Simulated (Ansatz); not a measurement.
**CH4OSi (SMILES CO[SiH]): r2SCAN0/aug-cc-pVDZ**

Aim: the vertical electron affinity of CH4OSi at r2SCAN0/aug-cc-pVDZ, from 2 runs. 

The calculation is run with Ansatz 0.2.0.

57 further runs of the same task are left out: 57 set aside as unsound or not needed. Runs told in other sessions of the task aren't counted.

## (1) The molecule

CH4OSi has 7 atoms, charge 0, and is taken as a singlet. SMILES: `CO[SiH]`. The shape is that of a PBE0-D4/def2-TZVP optimisation. This is one conformer, not always the lowest.

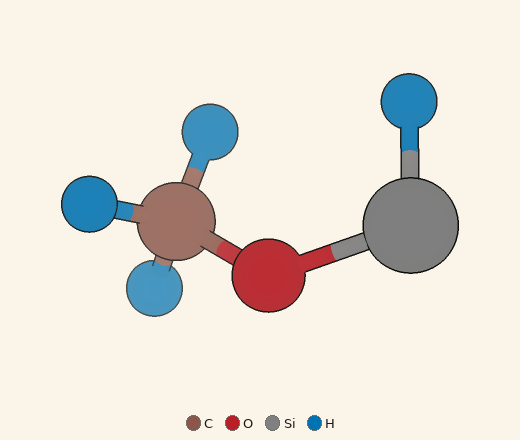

Viewed from a chosen angle; carbon brown, oxygen red, silicon grey, hydrogen blue.

## (2) The energy at r2SCAN0/aug-cc-pVDZ

The input, in.yaml:

```yaml
crystal:
  periodic: [false, false, false]
  atoms:
    - symbol: C
      position_ang: [-0.512400, 0.485500, -0.338500]
    - symbol: O
      position_ang: [-0.443200, -0.446500, 0.717600]
    - symbol: Si
      position_ang: [0.796900, -1.387300, 1.229900]
    - symbol: H
      position_ang: [-1.296400, 0.180800, -1.035500]
    - symbol: H
      position_ang: [0.443800, 0.547500, -0.868700]
    - symbol: H
      position_ang: [-0.769300, 1.467500, 0.065400]
    - symbol: H
      position_ang: [1.841700, -0.915600, 0.184100]
basis:
  gaussian:
    orbitals: aug-cc-pVDZ
hamiltonian:
  xc: {name: r2SCAN0}
accuracy: high
output: {orbitals: {seedname: orbitals}}
```

Command:

```
$ ansatz run in.yaml --threads 1 --pin off --max-ram 3480MiB --events-out events.jsonl --progress --plain --runs-dir runs
```

Log:

```text
Warning: RAYON_NUM_THREADS=1 ignored (pool sized by the plan → 1); use --threads N
Functional definition: r2SCAN0
  name "r2SCAN0"
  parameter a = 0.25
  parameter k0 = 0.174
  parameter k1 = 0.065
  parameter a1 = 4.9479
  exchange = (1 - a)*r2scan_x(k0 = k0, k1 = k1, a1 = a1) + a*exact_x
  correlation = r2scan_c
2191 factors; integrals over basis functions are off by at most 3.5e-9 eV
mean field evaluation 1: about -11017.8492 eV, gradient 5.0e1 eV
mean field evaluation 2: about -11002.3182 eV, gradient 9.8e1 eV
mean field evaluation 4: about -11023.1407 eV, gradient 4.6e0 eV
mean field evaluation 8: about -11023.1867 eV, gradient 8.8e-2 eV
mean field evaluation 16: about -11023.1868 eV, gradient 4.3e-6 eV
mean field -11023.18675460 eV, -405.0946414473 hartree, gradient 1.1e-8 eV, S^2 0.000000; 0 other end points of the search recorded, 0 dependent functions left out
reference -11023.18675663 eV, -405.0946415219 hartree; 16, 16 occupied and 93, 93 virtual orbitals, 2191 factors
Total energy: -11023.18675663 eV, -405.0946415219 hartree
```

Run time: 17 s. Hardware: 1 thread of Arm Neoverse V2, shared host; peak memory 0.39 GiB.

## (3) The doublet anion, same level

The input, run.yaml:

```yaml
crystal:
  periodic: [false, false, false]
  atoms:
    - symbol: C
      position_ang: [-0.512400, 0.485500, -0.338500]
    - symbol: O
      position_ang: [-0.443200, -0.446500, 0.717600]
    - symbol: Si
      position_ang: [0.796900, -1.387300, 1.229900]
    - symbol: H
      position_ang: [-1.296400, 0.180800, -1.035500]
    - symbol: H
      position_ang: [0.443800, 0.547500, -0.868700]
    - symbol: H
      position_ang: [-0.769300, 1.467500, 0.065400]
    - symbol: H
      position_ang: [1.841700, -0.915600, 0.184100]
basis:
  gaussian:
    orbitals: aug-cc-pVDZ
total_charge: -1
magnetization:
  spin_polarized: true
  initial_magnetization: 1
hamiltonian:
  xc: {name: r2SCAN0}
accuracy: high
output:
  orbitals: {seedname: orbitals}
```

Command:

```
$ ansatz run run.yaml --threads 1 --pin off --max-ram 3480MiB --events-out events.jsonl --progress --plain --runs-dir runs
```

Log (excerpt; [...] marks lines left out):

```text
Warning: RAYON_NUM_THREADS=1 ignored (pool sized by the plan → 1); use --threads N
[... 8 set-up lines as earlier in the session ...]
2191 factors; integrals over basis functions are off by at most 3.5e-9 eV
mean field evaluation 1: about -11022.5843 eV, gradient 1.2e1 eV
mean field evaluation 2: about -11023.0766 eV, gradient 8.9e0 eV
mean field evaluation 4: about -11023.4897 eV, gradient 1.0e0 eV
mean field evaluation 8: about -11023.5920 eV, gradient 9.9e-2 eV
mean field evaluation 16: about -11023.5922 eV, gradient 6.4e-4 eV
mean field evaluation 32: about -11021.7297 eV, gradient 8.2e0 eV
mean field -11023.59217992 eV, -405.1095405530 hartree, gradient 6.8e-8 eV, S^2 0.760658; 1 other end points of the search recorded, 0 dependent functions left out
reference -11023.59220462 eV, -405.1095414606 hartree; 17, 16 occupied and 92, 93 virtual orbitals, 2191 factors
Total energy: -11023.59220462 eV, -405.1095414606 hartree
```

Run time: 45 s. Hardware: 1 thread of Arm Neoverse V2, shared host; peak memory 0.6 GiB.

## (4) Outcome

At r2SCAN0/aug-cc-pVDZ:

| quantity | value |
| --- | --- |
| singlet CH4OSi: total energy | -405.09464 Eh |
| singlet CH4OSi: HOMO energy | -6.67 eV |
| singlet CH4OSi: LUMO energy | -1.95 eV |
| singlet CH4OSi: HOMO–LUMO gap | 4.72 eV |
| doublet anion: total energy | -405.10954 Eh |
| doublet anion: HOMO energy (highest over α and β) | 1.18 eV |
| doublet anion: LUMO energy (lowest over α and β) | 2.98 eV |
| doublet anion: ⟨S²⟩ | 0.761 |
| vertical electron affinity (to the doublet anion) | 0.405 eV |

In words: At fixed nuclei the extra electron is bound by 0.41 eV (39.1 kJ/mol). The HOMO (doublet anion) lies at positive energy, 1.18 eV, from the functional's self-interaction, a short basis or an electron that isn't bound; only total energies against the neutral tell.
